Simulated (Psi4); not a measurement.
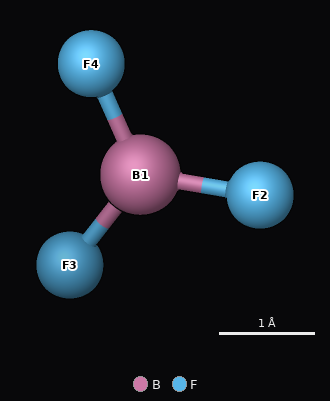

Figure 1. The starting structure (ball-and-stick view, seen at a tilt; atoms are numbered from 1 in the order of the input). Bond lengths as drawn: B–F 1.30 Å.

## Geometry relaxation, with input and output: BF₃

System: BF₃, SMILES FB(F)F.
Method: wB97X-D/6-31G*, RKS (Psi4 1.11).

The geometry comes from this level: GFN2-xTB (4 decimals).

### What the program printed
```
gradient() will perform analytic gradient computation.

   => Loading Basis Set <=

    Name: 6-31G*
    Role: ORBITAL
    Keyword: BASIS

   => WB97X-D: Empirical Dispersion <=

    Chai and Head-Gordon Dispersion Correction

        s6 =       1.000000

         ---------------------------------------------------------
                                   SCF
                              RKS Reference
                        1 Threads,   1525 MiB Core
         ---------------------------------------------------------

  ==> Geometry <==

    Molecular point group: c1
    Full point group: C1

    Geometry (in Angstrom), charge = 0, multiplicity = 1:

       Center              X                  Y                   Z               Mass
    ------------   -----------------  -----------------  -----------------  -----------------
         B            0.000032883087     0.000156698291    -0.000023849536    11.009305360000
         F            1.315459855222    -0.028236897883     0.013595588021    18.998403162730
         F           -0.633528332219     1.153252918481    -0.017565483428    18.998403162730
         F           -0.681950578286    -1.125106825037     0.003983715875    18.998403162730

  Running in c1 symmetry.

  Rotational constants: A =      0.34177  B =      0.34157  C =      0.17083 [cm^-1]
  Rotational constants: A =  10245.98618  B =  10240.00793  C =   5121.49809 [MHz]
  Nuclear repulsion =  110.715978621063925

  Charge       = 0
  Multiplicity = 1
  Electrons    = 32
  Nalpha       = 16
  Nbeta        = 16

  ==> Algorithm <==

  SCF Algorithm Type is DF.
  DIIS enabled.
  MOM disabled.
  Fractional occupation disabled.
  Guess Type is SAD.
  Energy threshold   = 1.00e-08
  Density threshold  = 1.00e-08
  Integral threshold = 1.00e-12

  ==> Primary Basis <==

  Basis Set: 6-31G*
    Blend: 6-31G*
    Number of shells: 24
    Number of basis functions: 60
    Number of Cartesian functions: 60
    Spherical Harmonics?: false
    Max angular momentum: 2

  ==> DFT Potential <==

   => LibXC <=

    Version 7.1.2

   => Composite Functional: WB97X-D <=

    wB97X-D Hyb-GGA Exchange-Correlation Functional

    Deriv               =              1
    GGA                 =           TRUE
    Meta                =          FALSE

    Exchange Hybrid     =           TRUE
    MP2 Hybrid          =          FALSE

   => Exchange-Correlation Functionals <=

    1.0000   wB97X-D range-separated functional

   => Exact (HF) Exchange <=

    0.7780            HF,LR [omega = 0.2000]
    0.2220               HF

   => LibXC Density Thresholds  <==

    XC_HYB_GGA_XC_WB97X_D:  1.00E-14

   => Molecular Quadrature <=

    Radial Scheme          =       TREUTLER
    Pruning Scheme         =           NONE
    Nuclear Scheme         =       TREUTLER

    Blocking Scheme        =         OCTREE
    BS radius alpha        =              1
    Pruning alpha          =              1
    Radial Points          =             75
    Spherical Points       =            302
    Total Points           =          86739
    Total Blocks           =            720
    Max Points             =            256
    Max Functions          =             59
    Weights Tolerance      =       1.00E-15

   => Loading Basis Set <=

    Name: (6-31G* AUX)
    Role: JKFIT
    Keyword: DF_BASIS_SCF

  ==> Integral Setup <==

  DFHelper Memory: AOs need 0.028 GiB; user supplied 0.981 GiB.
  SCF_SUBTYPE=INCORE selected. In-core MEM_DF algorithm will be used.
  Using in-core AOs.

  ==> MemDFJK: Density-Fitted J/K Matrices <==

    J tasked:                   Yes
    K tasked:                   Yes
    wK tasked:                  Yes
    Omega:                2.000E-01
    Memory [MiB]:              1004
    Algorithm:                 Core
    Schwarz Cutoff:           1E-12
    Mask sparsity (%):       0.1667
    Fitting Condition:        1E-10

   => Auxiliary Basis Set <=

  Basis Set: (6-31G* AUX)
    Blend: CC-PVDZ-JKFIT
    Number of shells: 96
    Number of basis functions: 324
    Number of Cartesian functions: 324
    Spherical Harmonics?: false
    Max angular momentum: 3

  Cached 100.0% of DFT collocation blocks in 0.137 [GiB].

  Minimum eigenvalue in the overlap matrix is 4.6944422434E-03.
  Reciprocal condition number of the overlap matrix is 7.9972331706E-04.
    Using symmetric orthogonalization.

  ==> Pre-Iterations <==

  SCF Guess: Superposition of Atomic Densities via on-the-fly atomic UHF (no occupation information).

   -------------------------
    Irrep   Nso     Nmo
   -------------------------
     A         60      60
   -------------------------
    Total      60      60
   -------------------------

  ==> Iterations <==

                           Total Energy        Delta E     RMS |[F,P]|

   @DF-RKS iter SAD:  -323.80606603662341   -3.23806e+02   0.00000e+00
   @DF-RKS iter   1:  -324.38198080742177   -5.75915e-01   8.59688e-03 DIIS/ADIIS
   @DF-RKS iter   2:  -324.37917162289841    2.80918e-03   9.10523e-03 DIIS/ADIIS
   @DF-RKS iter   3:  -324.46413053407292   -8.49589e-02   1.19609e-04 DIIS/ADIIS
   @DF-RKS iter   4:  -324.46415949563817   -2.89616e-05   1.63469e-05 DIIS
   @DF-RKS iter   5:  -324.46415996434058   -4.68702e-07   2.88776e-06 DIIS
   @DF-RKS iter   6:  -324.46415997812545   -1.37849e-08   6.40822e-07 DIIS
   @DF-RKS iter   7:  -324.46415997903671   -9.11257e-10   1.14803e-07 DIIS
   @DF-RKS iter   8:  -324.46415997905808   -2.13731e-11   6.42862e-08 DIIS
   @DF-RKS iter   9:  -324.46415997906320   -5.11591e-12   1.14956e-08 DIIS
   @DF-RKS iter  10:  -324.46415997906371   -5.11591e-13   8.90529e-10 DIIS
  Energy and wave function converged.

  ==> Post-Iterations <==

   Electrons on quadrature grid:
      Ntotal   =   32.0000049472 ; deviation = 4.947e-06

    Orbital Energies [Eh]
    ---------------------

    Doubly Occupied:

       1A    -24.857986     2A    -24.857964     3A    -24.857924
       4A     -7.017420     5A     -1.366642     6A     -1.327500
       7A     -1.327436     8A     -0.691128     9A     -0.651531
      10A     -0.651489    11A     -0.612278    12A     -0.544921
      13A     -0.544896    14A     -0.535006    15A     -0.534961
      16A     -0.503459

    Virtual:

      17A      0.123477    18A      0.180590    19A      0.345676
      20A      0.345779    21A      0.463295    22A      0.597882
      23A      0.598005    24A      0.624713    25A      1.151740
      26A      1.151742    27A      1.156713    28A      1.194564
      29A      1.194606    30A      1.359522    31A      1.359542
      32A      1.392422    33A      1.392552    34A      1.396069
      35A      1.476091    36A      1.480165    37A      1.678854
      38A      1.679185    39A      1.861080    40A      1.881799
      41A      1.882035    42A      1.883958    43A      1.884013
      44A      1.904663    45A      1.961623    46A      1.961909
      47A      2.024371    48A      2.101362    49A      2.216822
      50A      2.573001    51A      2.573335    52A      2.938130
      53A      2.938291    54A      3.161975    55A      3.162011
      56A      3.457319    57A      3.624219    58A      4.528609
      59A      4.552857    60A      4.553296

    Final Occupation by Irrep:
              A
    DOCC [    16 ]
    NA   [    16 ]
    NB   [    16 ]

  @DF-RKS Final Energy:  -324.46415997906371

   => Energetics <=

    Nuclear Repulsion Energy =            110.7159786210639254
    One-Electron Energy =                -671.3804840661566686
    Two-Electron Energy =                 261.3610329048850076
    DFT Exchange-Correlation Energy =     -25.1604522888377744
    Empirical Dispersion Energy =          -0.0002351500181236
    VV10 Nonlocal Energy =                  0.0000000000000000
    Total Energy =                       -324.4641599790637088

Computation Completed

Properties will be evaluated at   0.000000,   0.000000,   0.000000 [a0]

Properties computed using the SCF density matrix

 Multipole Moments:

 ------------------------------------------------------------------------------------
     Multipole            Electronic (a.u.)      Nuclear  (a.u.)        Total (a.u.)
 ------------------------------------------------------------------------------------

 L = 1.  Multiply by 2.5417464519 to convert [e a0] to [Debye]
 Dipole X            :          0.0001023           -0.0000134            0.0000889
 Dipole Y            :          0.0004859           -0.0000638            0.0004221
 Dipole Z            :         -0.0000617            0.0000097           -0.0000520
 Magnitude           :                                                    0.0004345

 ------------------------------------------------------------------------------------

	total time  =          2 seconds =       0.03 minutes

         ------------------------------------------------------------
                                   SCF GRAD
         ------------------------------------------------------------

  ==> Geometry <==

    Molecular point group: c1
    Full point group: C1

    Geometry (in Angstrom), charge = 0, multiplicity = 1:

       Center              X                  Y                   Z               Mass
    ------------   -----------------  -----------------  -----------------  -----------------
         B            0.000032883087     0.000156698291    -0.000023849536    11.009305360000
         F            1.315459855222    -0.028236897883     0.013595588021    18.998403162730
         F           -0.633528332219     1.153252918481    -0.017565483428    18.998403162730
         F           -0.681950578286    -1.125106825037     0.003983715875    18.998403162730

  Nuclear repulsion =  110.715978621063925

  ==> Basis Set <==

  Basis Set: 6-31G*
    Blend: 6-31G*
    Number of shells: 24
    Number of basis functions: 60
    Number of Cartesian functions: 60
    Spherical Harmonics?: false
    Max angular momentum: 2

  ==> DFJKGrad: Density-Fitted SCF Gradients <==

    Gradient:                    1
    J tasked:                  Yes
    K tasked:                  Yes
    wK tasked:                 Yes
    Omega:               2.000E-01
    Integrals threads:           1
    Memory [MiB]:             1144
    Schwarz Cutoff:          1E-12
    Fitting Condition:       1E-10

   => Auxiliary Basis Set <=

  Basis Set: (6-31G* AUX)
    Blend: CC-PVDZ-JKFIT
    Number of shells: 96
    Number of basis functions: 324
    Number of Cartesian functions: 324
    Spherical Harmonics?: false
    Max angular momentum: 3

  ==> DFT Potential <==

   => LibXC <=

    Version 7.1.2

   => Composite Functional: WB97X-D <=

    wB97X-D Hyb-GGA Exchange-Correlation Functional

    Deriv               =              1
    GGA                 =           TRUE
    Meta                =          FALSE

    Exchange Hybrid     =           TRUE
    MP2 Hybrid          =          FALSE

   => Exchange-Correlation Functionals <=

    1.0000   wB97X-D range-separated functional

   => Exact (HF) Exchange <=

    0.7780            HF,LR [omega = 0.2000]
    0.2220               HF

   => LibXC Density Thresholds  <==

    XC_HYB_GGA_XC_WB97X_D:  1.00E-14

   => Molecular Quadrature <=

    Radial Scheme          =       TREUTLER
    Pruning Scheme         =           NONE
    Nuclear Scheme         =       TREUTLER

    Blocking Scheme        =         OCTREE
    BS radius alpha        =              1
    Pruning alpha          =              1
    Radial Points          =             75
    Spherical Points       =            302
    Total Points           =          86739
    Total Blocks           =            720
    Max Points             =            256
    Max Functions          =             59
    Weights Tolerance      =       1.00E-15

  -Total Gradient:
     Atom            X                  Y                   Z
    ------   -----------------  -----------------  -----------------
       1        0.000011347045     0.000083721441    -0.000009121411
       2        0.000040169833     0.000176581029     0.000001527397
       3        0.000049857653     0.000047528821     0.000002829141
       4       -0.000014360139     0.000005508450     0.000002613432

	total time  =          0 seconds =       0.00 minutes
```

### Standard output
```
Memory set to   1.490 GiB by Python driver.
  Threads set to 1 by Python driver.

  Memory set to   1.490 GiB by Python driver.
  Threads set to 1 by Python driver.
      Step     Time          Energy          fmax
FIRE:    0 17:27:54    -8829.099598        0.891345
FIRE:    1 17:27:56    -8829.116100        0.368228
FIRE:    2 17:27:58    -8829.116654        0.342971
FIRE:    3 17:28:00    -8829.117141        0.296270
FIRE:    4 17:28:02    -8829.118486        0.210170
FIRE:    5 17:28:04    -8829.119177        0.103299
FIRE:    6 17:28:06    -8829.119513        0.041292
FIRE:    7 17:28:09    -8829.119504        0.039763
FIRE:    8 17:28:11    -8829.119489        0.036785
FIRE:    9 17:28:13    -8829.119477        0.032515
FIRE:   10 17:28:15    -8829.119473        0.027911
FIRE:   11 17:28:17    -8829.119477        0.022755
FIRE:   12 17:28:18    -8829.119488        0.016823
FIRE:   13 17:28:20    -8829.119501        0.011398
FIRE:   14 17:28:22    -8829.119508        0.009312
converged: True
B      0.000045     0.000143    -0.000021
F      1.315472    -0.028250     0.013598
F     -0.633516     1.153239    -0.017563
F     -0.681938    -1.125120     0.003986
```

### Trajectory as extended XYZ (Å, eV, eV/Å), 15 frames, from step=0 to step=14
```
4
Properties=species:S:1:pos:R:3:forces:R:3 step=0 energy=-8829.09967
B     0.0001    0.0000   -0.0002   -0.0021   0.0003   0.0040
F     1.3003   -0.0276    0.0135    0.8758  -0.0143   0.0076
F    -0.6262    1.1398   -0.0173   -0.4254   0.7832  -0.0131
F    -0.6742   -1.1121    0.0040   -0.4506  -0.7515   0.0013
4
Properties=species:S:1:pos:R:3:forces:R:3 step=1 energy=-8829.11617
B     0.0001    0.0000   -0.0002   -0.0066   0.0104   0.0032
F     1.3091   -0.0278    0.0136    0.3682  -0.0004   0.0026
F    -0.6305    1.1476   -0.0174   -0.1566   0.3130  -0.0058
F    -0.6787   -1.1197    0.0040   -0.1904  -0.3127   0.0000
4
Properties=species:S:1:pos:R:3:forces:R:3 step=2 energy=-8829.11673
B    -0.0001    0.0000   -0.0001    0.0026  -0.0052   0.0019
F     1.3215   -0.0280    0.0137   -0.3254   0.0055  -0.0039
F    -0.6363    1.1585   -0.0176    0.1568  -0.2888   0.0038
F    -0.6852   -1.1304    0.0040    0.1850   0.2888  -0.0016
4
Properties=species:S:1:pos:R:3:forces:R:3 step=3 energy=-8829.11721
B    -0.0001    0.0000   -0.0001    0.0075  -0.0031   0.0018
F     1.3206   -0.0280    0.0137   -0.2962   0.0014  -0.0036
F    -0.6359    1.1577   -0.0176    0.1276  -0.2434   0.0031
F    -0.6847   -1.1297    0.0040    0.1452   0.2500  -0.0015
4
Properties=species:S:1:pos:R:3:forces:R:3 step=4 energy=-8829.11856
B    -0.0001    0.0000   -0.0001    0.0053   0.0021   0.0015
F     1.3191   -0.0280    0.0137   -0.2100  -0.0082  -0.0026
F    -0.6352    1.1564   -0.0176    0.0919  -0.1764   0.0021
F    -0.6839   -1.1283    0.0040    0.1021   0.1699  -0.0011
4
Properties=species:S:1:pos:R:3:forces:R:3 step=5 energy=-8829.11925
B     0.0000    0.0000    0.0000   -0.0060   0.0060   0.0011
F     1.3170   -0.0280    0.0136   -0.0789   0.0025  -0.0012
F    -0.6343    1.1546   -0.0176    0.0506  -0.0901   0.0010
F    -0.6828   -1.1265    0.0040    0.0494   0.0809  -0.0007
4
Properties=species:S:1:pos:R:3:forces:R:3 step=6 energy=-8829.11959
B     0.0000    0.0000    0.0000    0.0009   0.0038   0.0008
F     1.3148   -0.0280    0.0136    0.0336  -0.0124   0.0002
F    -0.6332    1.1526   -0.0175   -0.0209   0.0295  -0.0008
F    -0.6816   -1.1246    0.0040   -0.0211  -0.0355  -0.0001
4
Properties=species:S:1:pos:R:3:forces:R:3 step=7 energy=-8829.11958
B     0.0000    0.0000    0.0000    0.0005   0.0035   0.0008
F     1.3148   -0.0280    0.0136    0.0332  -0.0123   0.0002
F    -0.6332    1.1527   -0.0175   -0.0202   0.0281  -0.0008
F    -0.6816   -1.1246    0.0040   -0.0201  -0.0343  -0.0001
4
Properties=species:S:1:pos:R:3:forces:R:3 step=8 energy=-8829.11956
B     0.0000    0.0000    0.0000   -0.0003   0.0030   0.0008
F     1.3148   -0.0280    0.0136    0.0320  -0.0120   0.0002
F    -0.6332    1.1527   -0.0175   -0.0190   0.0254  -0.0007
F    -0.6816   -1.1246    0.0040   -0.0180  -0.0321  -0.0001
4
Properties=species:S:1:pos:R:3:forces:R:3 step=9 energy=-8829.11955
B     0.0000    0.0001    0.0000   -0.0010   0.0021   0.0007
F     1.3149   -0.0280    0.0136    0.0296  -0.0114   0.0001
F    -0.6333    1.1528   -0.0175   -0.0172   0.0217  -0.0006
F    -0.6817   -1.1247    0.0040   -0.0154  -0.0286  -0.0001
4
Properties=species:S:1:pos:R:3:forces:R:3 step=10 energy=-8829.11954
B     0.0000    0.0001    0.0000   -0.0015   0.0010   0.0007
F     1.3150   -0.0281    0.0136    0.0257  -0.0109   0.0001
F    -0.6333    1.1528   -0.0175   -0.0149   0.0175  -0.0006
F    -0.6817   -1.1247    0.0040   -0.0123  -0.0242  -0.0001
4
Properties=species:S:1:pos:R:3:forces:R:3 step=11 energy=-8829.11955
B     0.0000    0.0001    0.0000   -0.0016  -0.0004   0.0007
F     1.3151   -0.0281    0.0136    0.0202  -0.0104   0.0001
F    -0.6334    1.1529   -0.0175   -0.0123   0.0131  -0.0005
F    -0.6818   -1.1248    0.0040   -0.0092  -0.0189  -0.0001
4
Properties=species:S:1:pos:R:3:forces:R:3 step=12 energy=-8829.11956
B     0.0000    0.0001    0.0000   -0.0014  -0.0018   0.0006
F     1.3152   -0.0281    0.0136    0.0135  -0.0100   0.0000
F    -0.6334    1.1530   -0.0175   -0.0094   0.0084  -0.0004
F    -0.6818   -1.1249    0.0040   -0.0060  -0.0130  -0.0001
4
Properties=species:S:1:pos:R:3:forces:R:3 step=13 energy=-8829.11957
B     0.0000    0.0002    0.0000   -0.0010  -0.0032   0.0006
F     1.3153   -0.0281    0.0136    0.0060  -0.0097   0.0000
F    -0.6335    1.1531   -0.0175   -0.0063   0.0034  -0.0003
F    -0.6819   -1.1250    0.0040   -0.0028  -0.0068  -0.0001
4
Properties=species:S:1:pos:R:3:forces:R:3 step=14 energy=-8829.11958
B     0.0000    0.0002    0.0000   -0.0006  -0.0043   0.0005
F     1.3154   -0.0282    0.0136   -0.0021  -0.0091  -0.0001
F    -0.6336    1.1533   -0.0175   -0.0026  -0.0024  -0.0001
F    -0.6819   -1.1251    0.0040    0.0007  -0.0003  -0.0001
```

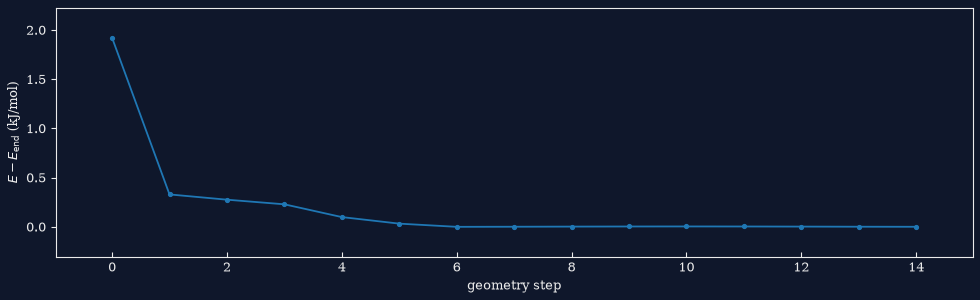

Figure 2. Progress of the relaxation, step by step (steps are counted from 0).

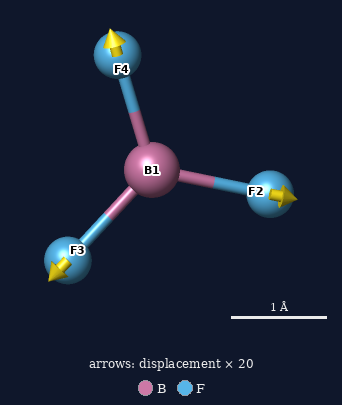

Figure 3. The starting structure with the displacements as yellow arrows, magnified 20 times (ball-and-stick view, seen at a tilt). The two geometries are laid on each other by the best rigid fit. The largest moves after the best rigid fit, 0.015 Å, are those of F2, F3 and F4. B stays in place. Among the contacts that change: B1–F2 1.301 → 1.316 Å. The energy falls by 1.92 kJ/mol in 14 geometry steps. Largest force component: 0.88 eV/Å at the start, 0.0091 eV/Å at the end. (Atoms are counted from 1 in the order of the input.)

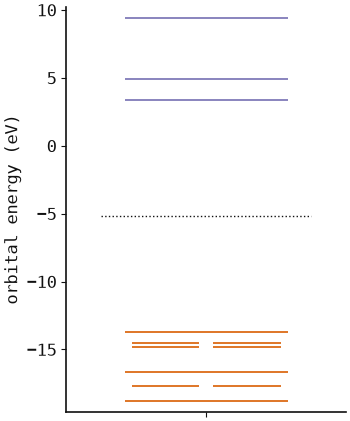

Figure 4. Orbital energies near the frontier; the dotted line parts filled from empty levels, and levels within 0.02 eV of each other stand side by side. Highest filled −13.70 eV, lowest empty 3.36 eV, 17.06 eV apart.

The run was set up as follows.

### Input file (bf3_ase.py)
```python
import numpy as np
from ase.calculators.psi4 import Psi4
from ase.io import read
from ase.optimize import FIRE

mol = read('bf3.sdf')
calc = Psi4(atoms=mol, method='wb97x-d', basis='6-31G*', memory='1600MB', num_threads=1, charge=0, multiplicity=1, label='psi4-calc')
mol.calc = calc

opt = FIRE(mol)
done = opt.run(fmax=0.01, steps=40)
print('converged:', done)
for s, p in zip(mol.symbols, mol.positions):
    print(f'{s:2s} {p[0]:12.6f} {p[1]:12.6f} {p[2]:12.6f}')
```

### File bf3.sdf
```

     RDKit          3D

  4  3  0  0  0  0  0  0  0  0999 V2000
    0.0001    0.0000   -0.0002 B   0  0  0  0  0  0  0  0  0  0  0  0
    1.3003   -0.0277    0.0135 F   0  0  0  0  0  0  0  0  0  0  0  0
   -0.6262    1.1398   -0.0173 F   0  0  0  0  0  0  0  0  0  0  0  0
   -0.6742   -1.1121    0.0040 F   0  0  0  0  0  0  0  0  0  0  0  0
  2  1  1  0
  3  1  1  0
  4  1  1  0
M  END
$$$$
```

Command:
```bash
python bf3_ase.py
```

### Summary

```tsv
quantity	value
outcome	converged
total energy	−324.464160 hartree
dispersion energy	−0.000235 hartree
basis functions	60
HOMO	−13.70 eV
LUMO	3.36 eV
dipole moment	0.00 D
hardware	1 thread of Intel Xeon (Granite Rapids), 160 GiB of memory available, shared host
wall time	32 s
peak memory	0.53 GiB
```
